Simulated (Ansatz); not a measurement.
# CH4AlIn (SMILES [CH2]1[AlH][InH]1) at BLYP/def2-SVPD (core potential)

What is the vertical ionisation energy of CH4AlIn at BLYP/def2-SVPD (core potential)? 

The results are computed with Ansatz 0.2.0.

54 further runs of the same task are left out: 54 set aside as unsound or not needed.

### Step 1. The structure to begin with

The species is CH4AlIn (7 atoms), meant as a singlet with charge 0. As SMILES, `[CH2]1[AlH][InH]1`. The coordinates come from a PBE0-D4/def2-TZVP relaxation.

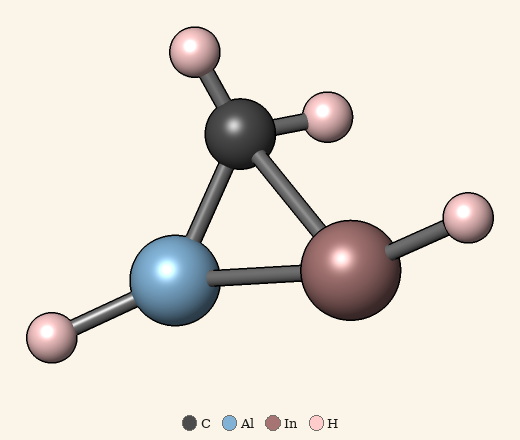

The structure, seen from a chosen angle (carbon dark grey, aluminium light blue, indium brown, hydrogen pink).

### Step 2. A single-point energy at BLYP/def2-SVPD (core potential)

input.yaml reads:

```yaml
crystal:
  periodic: [false, false, false]
  atoms:
    - symbol: C
      position_ang: [-0.613000, 0.132400, -0.657400]
    - symbol: Al
      position_ang: [-0.455200, 0.915100, 1.037900]
    - symbol: In
      position_ang: [1.229300, -0.924400, 0.544100]
    - symbol: H
      position_ang: [-0.896900, -0.927600, -0.754800]
    - symbol: H
      position_ang: [-0.866200, 0.635300, -1.593000]
    - symbol: H
      position_ang: [-0.487600, 2.358400, 1.689000]
    - symbol: H
      position_ang: [2.089500, -2.189200, -0.265800]
basis:
  gaussian:
    orbitals: def2-SVPD
hamiltonian:
  xc: {name: BLYP}
accuracy: high
total_charge: 0
output: {orbitals: {seedname: orbitals}}
```

Launch:

```bash
$ ansatz run input.yaml --threads 1 --pin off --max-ram 3480MiB --events-out events.jsonl --progress --plain --runs-dir runs
```

The log of the run:

```text
Warning: RAYON_NUM_THREADS=1 ignored (pool sized by the plan → 1); use --threads N
Functional definition: BLYP
  name "BLYP"
  parameter beta = 0.0042
  parameter a = 0.04918
  parameter b = 0.132
  parameter c = 0.2533
  parameter d = 0.349
  exchange = b88_x(beta = beta)
  correlation = lyp_c(a = a, b = b, c = c, d = d)
2281 factors; integrals over basis functions are off by at most 3.5e-9 eV
mean field evaluation 1: about -12850.2845 eV, gradient 7.5e1 eV
mean field evaluation 2: about -12735.9992 eV, gradient 1.4e2 eV
mean field evaluation 4: about -12863.6576 eV, gradient 2.2e1 eV
mean field evaluation 8: about -12866.2355 eV, gradient 2.7e-1 eV
mean field evaluation 16: about -12866.2340 eV, gradient 1.1e-4 eV
mean field -12866.23396926 eV, -472.8253773236 hartree, gradient 8.5e-8 eV, S^2 0.000000; 0 other end points of the search recorded, 0 dependent functions left out
reference -12866.23402520 eV, -472.8253793796 hartree; 22, 22 occupied and 86, 86 virtual orbitals, 2281 factors
Total energy: -12866.23402520 eV, -472.8253793796 hartree
```

It took 9.9 s on 1 thread of Arm Neoverse V2, shared host; peak memory 0.31 GiB.

### Step 3. The doublet cation at the same level

in.yaml reads:

```yaml
crystal:
  periodic: [false, false, false]
  atoms:
    - {symbol: C, position_ang: [-0.613000, 0.132400, -0.657400]}
    - {symbol: Al, position_ang: [-0.455200, 0.915100, 1.037900]}
    - {symbol: In, position_ang: [1.229300, -0.924400, 0.544100]}
    - {symbol: H, position_ang: [-0.896900, -0.927600, -0.754800]}
    - {symbol: H, position_ang: [-0.866200, 0.635300, -1.593000]}
    - {symbol: H, position_ang: [-0.487600, 2.358400, 1.689000]}
    - {symbol: H, position_ang: [2.089500, -2.189200, -0.265800]}
basis:
  gaussian: {orbitals: def2-SVPD}
total_charge: 1
magnetization: {spin_polarized: true, initial_magnetization: 1}
hamiltonian: {xc: {name: BLYP}}
accuracy: high
output: {orbitals: {seedname: orbitals}}
```

Launch:

```bash
$ ansatz run in.yaml --threads 1 --pin off --max-ram 3480MiB --events-out events.jsonl --progress --plain --runs-dir runs
```

The log of the run:

```text
Warning: RAYON_NUM_THREADS=1 ignored (pool sized by the plan → 1); use --threads N
Functional definition: BLYP
  name "BLYP"
  parameter beta = 0.0042
  parameter a = 0.04918
  parameter b = 0.132
  parameter c = 0.2533
  parameter d = 0.349
  exchange = b88_x(beta = beta)
  correlation = lyp_c(a = a, b = b, c = c, d = d)
2280 factors; integrals over basis functions are off by at most 3.5e-9 eV
mean field evaluation 1: about -12831.6095 eV, gradient 6.8e1 eV
mean field evaluation 2: about -12644.8051 eV, gradient 1.1e2 eV
mean field evaluation 4: about -12855.2762 eV, gradient 1.8e1 eV
mean field evaluation 8: about -12858.8626 eV, gradient 2.5e-1 eV
mean field evaluation 16: about -12858.8613 eV, gradient 4.4e-4 eV
mean field evaluation 32: about -12858.7920 eV, gradient 2.5e0 eV
mean field -12858.86133810 eV, -472.5544381259 hartree, gradient 6.6e-8 eV, S^2 0.757530; 1 other end points of the search recorded, 0 dependent functions left out
reference -12858.86139943 eV, -472.5544403797 hartree; 22, 21 occupied and 86, 87 virtual orbitals, 2280 factors
Total energy: -12858.86139943 eV, -472.5544403797 hartree
```

It took 18 s on 1 thread of Arm Neoverse V2, shared host; peak memory 0.38 GiB.

### Step 4. Outcome

Level: BLYP/def2-SVPD (core potential).

| quantity | value |
| --- | --- |
| singlet CH4AlIn: total energy | -472.82538 Eh |
| singlet CH4AlIn: HOMO energy | -4.76 eV |
| singlet CH4AlIn: LUMO energy | -2.77 eV |
| singlet CH4AlIn: HOMO–LUMO gap | 1.99 eV |
| doublet cation: total energy | -472.55444 Eh |
| doublet cation: HOMO energy (highest over α and β) | -10.84 eV |
| doublet cation: LUMO energy (lowest over α and β) | -10.02 eV |
| doublet cation: ⟨S²⟩ | 0.758 |
| vertical ionisation energy (to the doublet cation) | 7.373 eV |

The vertical ionisation energy comes to 7.37 eV (711 kJ/mol). The negative HOMO energy of the first species, 4.76 eV, lies 2.61 eV below that difference.
